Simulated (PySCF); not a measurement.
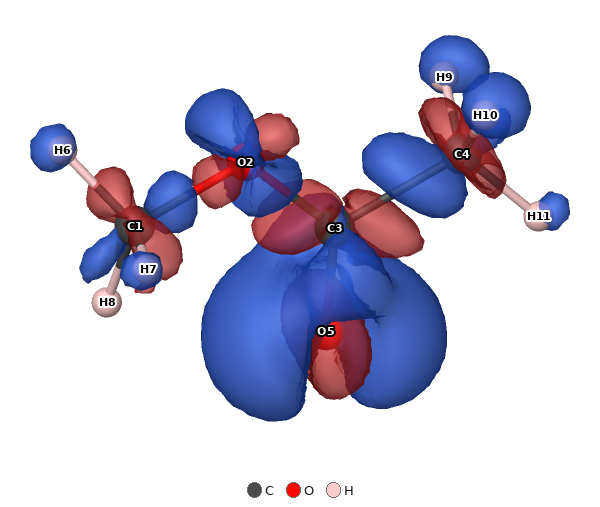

Figure. C$_{3}$H$_{6}$O$_{2}$, charge +1, doublet, SMILES `COC(C)=[O+]`. Fukui function f⁺ = ρ(N+1) − ρ(N) at fixed geometry, surfaces at ±0.04 e/Å³ (blue positive, red negative).

Computed with PySCF, HF/def2-SVPD, geometry: GFN2-xTB. No frequency check shows the geometry to be a minimum. GFN2-xTB doesn't know the spin state, so this open-shell geometry is rough.

Coordinates in Å:

```
C1      -1.8859    0.1268    0.0761
O2      -0.5958    0.6369   -0.1485
C3       0.4336   -0.1691   -0.0346
C4       1.7500    0.6048    0.0715
O5       0.4450   -1.3626   -0.0162
H6      -2.5641    0.8232   -0.4358
H7      -2.1694    0.1662    1.1410
H8      -1.9670   -0.9140   -0.2621
H9       1.9099    1.0034   -0.9372
H10      1.6460    1.4165    0.7907
H11      2.5648   -0.0641    0.3433
```

> Which atoms respond most to the addition of an electron?

f⁺ (Hirshfeld-condensed) is largest on O5 (0.47); the vertical electron affinity is 9.10 eV (to the singlet neutral species, which needn't be its lowest state). Condensed values hint at sites of nucleophilic attack but needn't mark the atom that reacts. Orbital relaxation makes it negative in places (0.40 e in all).

```csv
atom,f⁺,charge
C1,+0.03,+0.04
O2,+0.09,−0.08
C3,+0.12,+0.38
C4,+0.07,−0.03
O5,+0.47,+0.12
H6,+0.04,+0.10
H7,+0.03,+0.08
H8,+0.02,+0.07
H9,+0.05,+0.11
H10,+0.06,+0.11
H11,+0.03,+0.09
```

Run time: 13 s on 1 thread of Arm Neoverse V1, on a shared host, peak memory 0.45 GiB.
